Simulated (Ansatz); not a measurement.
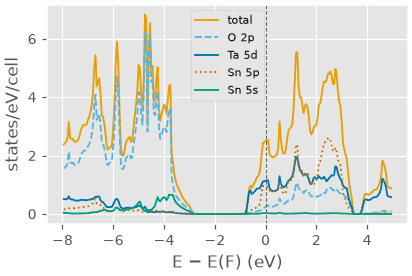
Figure. Total and projected density of states of TaSnO$_{3}$ (cubic perovskite, Pm-3m), PBEsol (plane waves, PAW; program Ansatz)

### Question
Which orbitals carry the states next to the Fermi level?

### Answer
Within 0.5 eV of the Fermi level: Ta 5d 48 %, Sn 5p 35 %, O 2p 10 %. Projections are on Löwdin-orthogonalised atomic valence shells; empty p or d shells of many metals are not among them.

### Question
Where is the tallest occupied peak in this window, and what makes it?

### Answer
Near -4.8 eV, about 6.8 states/eV per cell; the largest projected share is O 2p.

The workflow started from an entry of the Crystallography Open Database (COD). Its standing as an ambient phase is unchecked. Symmetry was held in the PBEsol relaxation; of distortions, only those at the zone centre were tested, and some modes there are weakly imaginary. No spin polarisation was allowed. With an odd number of electrons in the cell and no spin polarisation, the count alone makes it a metal. Scalar-relativistic: spin–orbit coupling is off unless named, which matters more the heavier the elements.

Potentials: the later of the program's two PAW sets.
